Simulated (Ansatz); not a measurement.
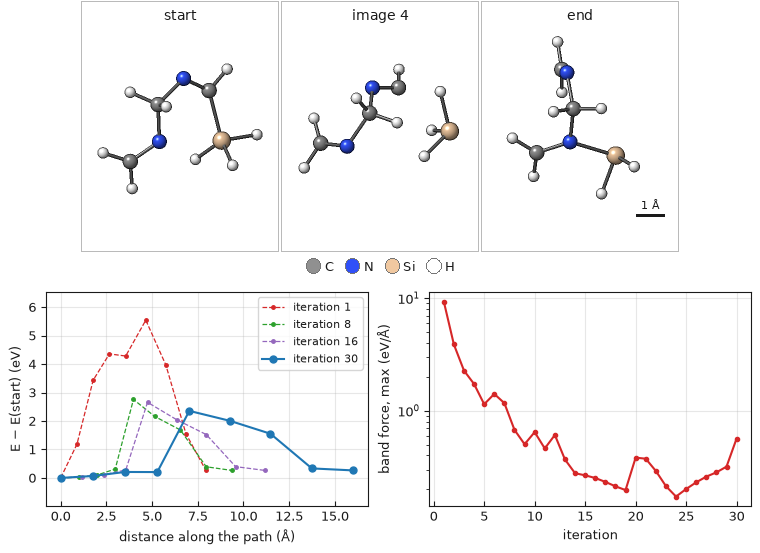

A search for the minimum-energy path of C₃H₈N₂Si by the nudged elastic band. Images are numbered from 0 (start) to 8 (end). The plot follows the band through its iterations. The picture is a ball-and-stick view, seen at a tilt.

The calculation used Ansatz, RKS revPBE-D4/6-31G. Settings: 7 movable images; climbing image; force threshold 0.05 eV/Å; iteration limit 30; spring constant 0.5 eV/Å²; starting path through a guess of the saddle point.

Q: Judge this run.

A: The result isn't final. The band hadn't converged when the run stopped after 30 iterations. The largest component of the band force went from 9.3 to 0.57 eV/Å. The barrier read from it is provisional: over the last two iterations the highest image moved from 2.41 eV to 2.35 eV. The first iteration put the highest image at 5.54 eV. The highest point, image 4, lies 2.35 eV above the start and 2.09 eV above the end; the end is at +0.26 eV relative to the start.

Cost: 13 min on 1 thread of Arm Neoverse V2 (shared host), peak memory 0.25 GiB.
